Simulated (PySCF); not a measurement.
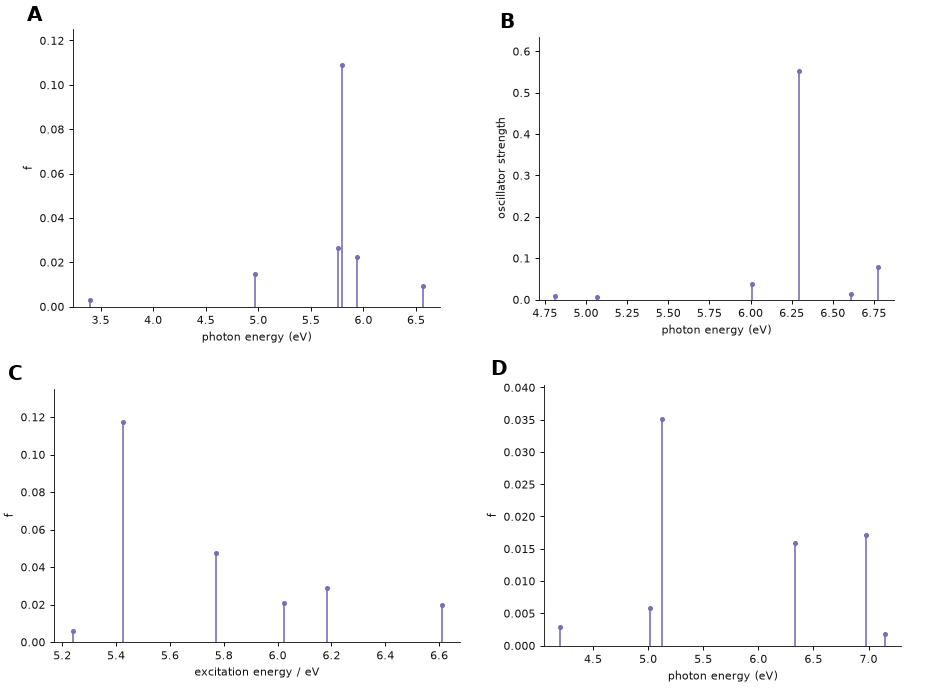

Vertical TDDFT excitations, PBE0/def2-SVPD with PySCF, at a GFN2-xTB geometry (no frequency check), gas phase. Each panel shows the lowest singlet states that were computed.

Assign the panels.
1. C₄H₁₀N₂P⁺, SMILES CN1C=CN(C)[PH2+]1
2. C₄H₁₀P₂, SMILES C=CCP(C)P
3. C₅H₁₀N₂, SMILES C=N/N=C\C(C)C
4. C₅H₉NO₂, SMILES CNC(=O)[C@@H](C)C=O

A: 1 (S1 at 3.40 eV, brightest at 5.80 eV)
B: 3 (S1 at 4.81 eV, brightest at 6.29 eV)
C: 2 (S1 at 5.24 eV, brightest at 5.43 eV)
D: 4 (S1 at 4.20 eV, brightest at 5.12 eV)

Limits of at least one run: core orbitals are frozen in the response; one conformer of a flexible molecule; states above the negative HOMO energy depend on the basis; the tight-binding geometry is rougher than a DFT one and adds to the error.
